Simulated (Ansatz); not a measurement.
FH₃NSi₂ (charge +1)

The calculation's input:

```
crystal:
  periodic: [false, false, false]
  atoms:
    - { symbol: F, position_ang: [1.72261, -1.68047, 1.25173] }
    - { symbol: Si, position_ang: [0.37697, -0.86104, 1.30213] }
    - { symbol: "N", position_ang: [-0.02708, 0.02281, -0.01742] }
    - { symbol: Si, position_ang: [-0.47619, 0.93326, -1.32298] }
    - { symbol: H, position_ang: [-0.24482, -1.07998, 2.57469] }
    - { symbol: H, position_ang: [-1.65237, 1.78235, -1.2387] }
    - { symbol: H, position_ang: [0.30089, 0.88309, -2.54945] }
total_charge: 1
magnetization:
  spin_polarized: true
basis:
  gaussian: { orbitals: "6-31G*" }
hamiltonian:
  xc: pbe
  dispersion: d4
relax:
  f_tol: 0.02
  max_steps: 50
output:
  orbitals: {}
```

Launched as:

```sh
ansatz run input.yaml --threads 2 --pin off --max-ram 3072MiB --backend cpu --events-out ev --progress --plain --runs-dir out
```

The fields are those of the run's last geometry, not of the input's.

Method: UKS PBE-D4/6-31G* (Ansatz).

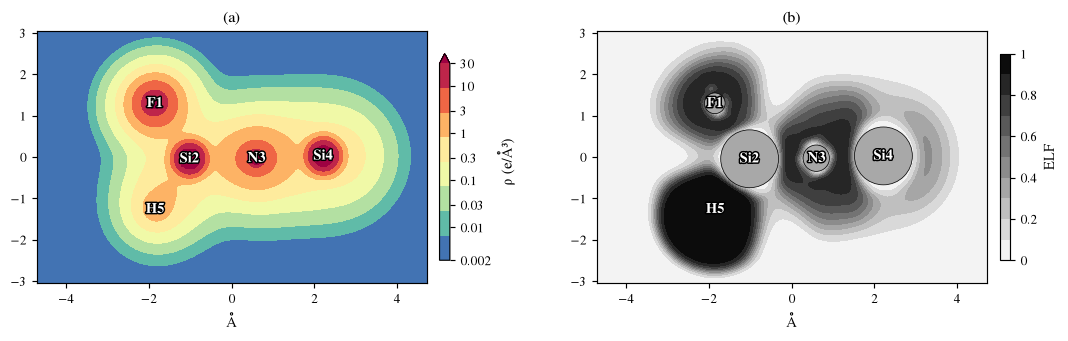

Figure 1. (a) total electron density; (b) electron localisation function on the plane of atoms F1, Si2 and H5. Grey discs cover the atomic cores in the ELF map.

Question: What does the map show?

Answer: The section cuts through F, Si, N and H sites.
Si–F (1.58 Å): ρ at the midpoint is about 1.1 e/Å³; the ELF peaks at about 0.85 in the valence shell of F, 0.6 Å from its nucleus, and is about 0.45 at the midpoint.
Si–N (1.61 Å): ρ is about 1.3 e/Å³ halfway; the ELF peaks at about 0.85 between the atoms; a polar covalent bond.
Si–H (1.48 Å): the density is about 0.86 e/Å³ at the midpoint; the ELF climbs to about 1 towards the hydrogen, as it does in any bond to H.
The ELF also peaks beside N3 and F1, away from the bonds: lone-pair regions.

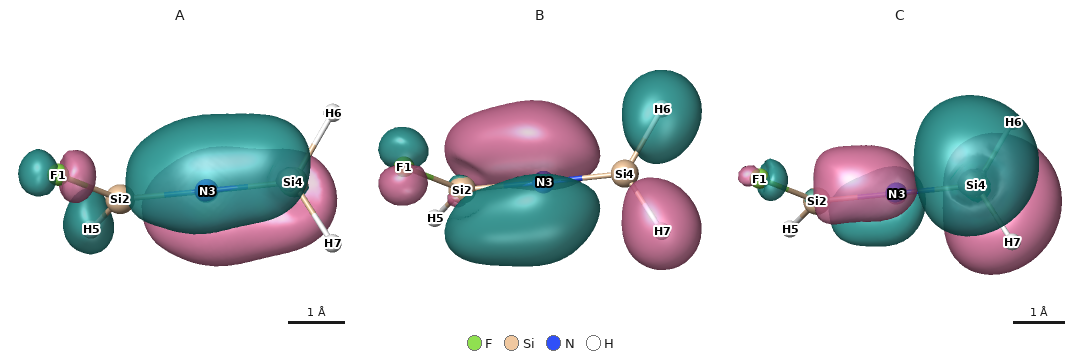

Figure 2. Three frontier orbitals at ±0.1 Å⁻³ᐟ² (teal and pink are the two phases), in no order.

Question: Order the three orbitals by energy and name them.

Answer: A is the HOMO−1 (−13.09 eV). Its weight (Hirshfeld) is mainly on N3 (about 60 %) and Si4 (about 25 %). B is the HOMO (−12.61 eV). By Hirshfeld shares it lies mainly on N3 (about 55 %), Si2 (about 20 %), Si4 (about 15 %), H6 (about 5 %) and H7 (about 5 %). C is the LUMO (−8.38 eV). By Hirshfeld shares it lies mainly on Si4 (about 70 %), N3 (about 15 %) and Si2 (about 5 %).

Question: What is the HOMO–LUMO gap?

Answer: 4.23 eV between the orbital energies.

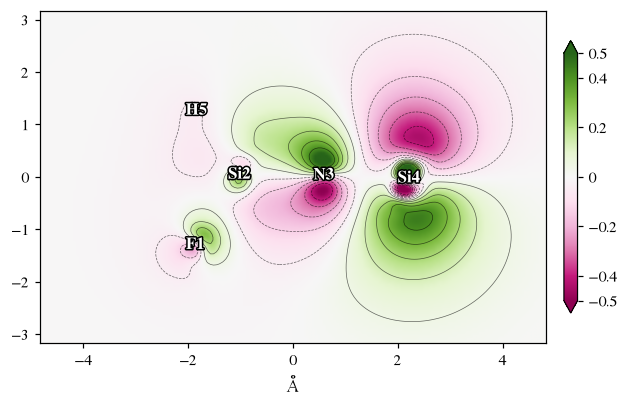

Figure 3. The LUMO on the plane of atoms F1, Si2 and N3 (values in Å⁻³ᐟ²; the overall sign is arbitrary).

Question: Describe this orbital and give its energy.

Answer: It lies mainly on Si4 (about 70 %), N3 (about 15 %) and Si2 (about 5 %). Its energy is −8.38 eV.
